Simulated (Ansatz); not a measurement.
C2H7AlBF

The calculation's input:

```
crystal:
  periodic: [false, false, false]
  atoms:
    - { symbol: C, position_ang: [-1.3702, 1.1882, 0.5895] }
    - { symbol: B, position_ang: [-0.2003, 0.235, 0.7848] }
    - { symbol: C, position_ang: [0.9173, 0.0965, -0.3214] }
    - { symbol: F, position_ang: [2.2471, 0.3874, 0.2665] }
    - { symbol: Al, position_ang: [0.9672, -1.7744, -1.0325] }
    - { symbol: H, position_ang: [-1.3292, 1.7816, -0.3928] }
    - { symbol: H, position_ang: [-1.4044, 1.9776, 1.4059] }
    - { symbol: H, position_ang: [-2.3276, 0.6734, 0.5829] }
    - { symbol: H, position_ang: [-0.1408, -0.3941, 1.8144] }
    - { symbol: H, position_ang: [0.7762, 0.796, -1.1269] }
    - { symbol: H, position_ang: [-0.3429, -2.3536, -1.7151] }
    - { symbol: H, position_ang: [2.2847, -2.6688, -0.8214] }
basis:
  gaussian: { orbitals: cc-pVDZ }
hamiltonian:
  xc: lda
relax:
  f_tol: 0.015
  max_steps: 40
output:
  orbitals: {}
```

Run with:

```sh
ansatz run input.yaml --threads 2 --pin off --max-ram 3072MiB --backend cpu --events-out ev --progress --plain --runs-dir out
```

The fields are those of the relaxed geometry.

All numbers below come from RKS LDA/cc-pVDZ in Ansatz.

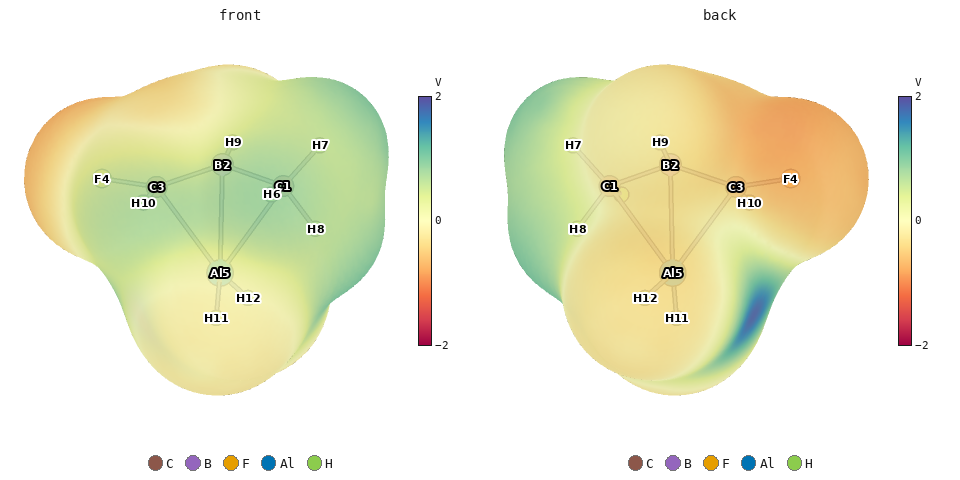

Figure 1. The electrostatic potential painted on the density surface at 0.001 e/bohr³, seen from the front and from behind; red is negative and blue positive.

Which sites attract a positive test charge, and which a negative one?

Answer. A positive charge is drawn to the negative regions and a negative charge to the positive ones. The most negative region (about −0.9 V, or −21 kcal/mol for a unit charge) lies over F4, the most positive (about +1.7 V, or +39 kcal/mol for a unit charge) over Al5.

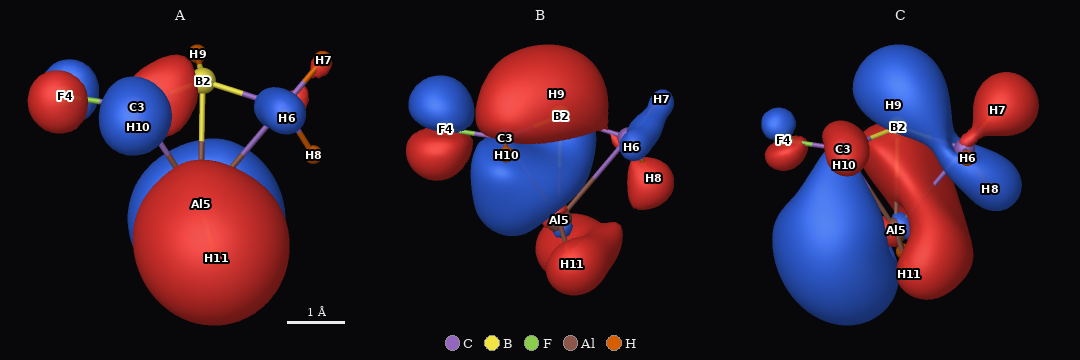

Figure 2. Three frontier orbitals at ±0.08 Å⁻³ᐟ² (red and blue are the two phases), in no order.

Order the three orbitals by energy and name them.

Answer. A is the HOMO−1 (−7.24 eV). By Hirshfeld shares it lies mainly on Al5 (about 30 %), H12 (about 25 %) and H11 (about 25 %). B is the HOMO (−6.07 eV). By Hirshfeld shares it lies mainly on C3 (about 30 %), B2 (about 20 %), F4 (about 20 %) and Al5 (about 15 %). C is the LUMO (−2.08 eV). By Hirshfeld shares it lies mainly on Al5 (about 45 %), B2 (about 20 %), C3 (about 10 %) and C1 (about 5 %).

What is the HOMO–LUMO gap?

Answer. 3.99 eV between the orbital energies.

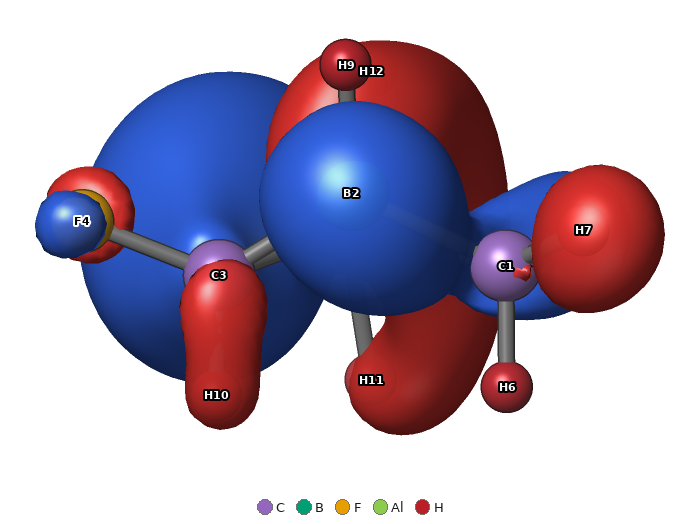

Figure 3. The LUMO at ±0.1 Å⁻³ᐟ² (red and blue are the two phases), seen from one side.

Where does this orbital lie, and at what energy?

Answer. It lies mainly on Al5 (about 45 %), B2 (about 20 %), C3 (about 10 %) and C1 (about 5 %). Its energy is −2.08 eV.
